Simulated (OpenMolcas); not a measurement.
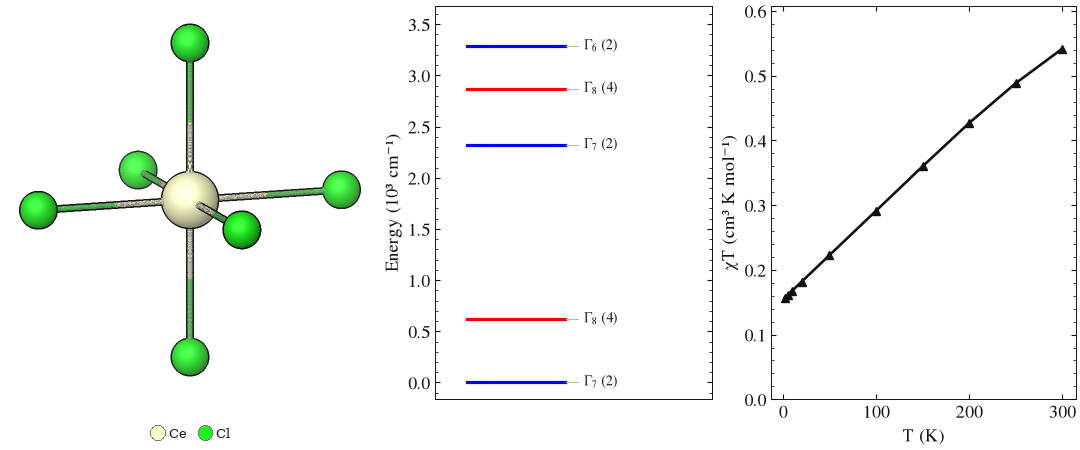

Ce³⁺ (4f) as a dopant in Cs₂NaYCl₆, a cluster with its 6 nearest Cl⁻ at 2.658 Å (octahedron) embedded in model potentials and point charges; the geometry was set, not optimised, and its levels and susceptibility. Labels give the representation in O, Td, D4 or D3 as the site allows (double group for half-integer spin) where it could be assigned and, in brackets, the degeneracy; spin-free states, where drawn, share the zero of the spin-orbit levels. Computed with OpenMolcas: state-averaged CASSCF, active space 1 electron in the shell 4f, basis ANO-RCC-VDZP on all atoms, DKH2 scalar Hamiltonian, spin-orbit coupling by RASSI with atomic mean-field integrals. Powder susceptibility by Van Vleck's formula.

**Give the ground level and the first gap.**

The ground level is Γ₇, a Kramers doublet, 100 % from states of spin multiplicity 2, effective J = 2.52, with |mJ| = 3/2 the largest share (83 %). Its principal g values are 1.28, 1.28 and 1.28, isotropic. The next level lies at 617 cm⁻¹ (Γ₈). The lowest J multiplet spreads over 617 cm⁻¹. χT is 0.157 cm³ K mol⁻¹ at 2 K and 0.542 at 300 K, an effective moment of 2.08 μB. The active orbitals hold 99 to 100 % metal character (Löwdin), and the Mulliken charge of the metal is +1.81.

Note: the geometry is set by hand, with no relaxation and no charge compensation.
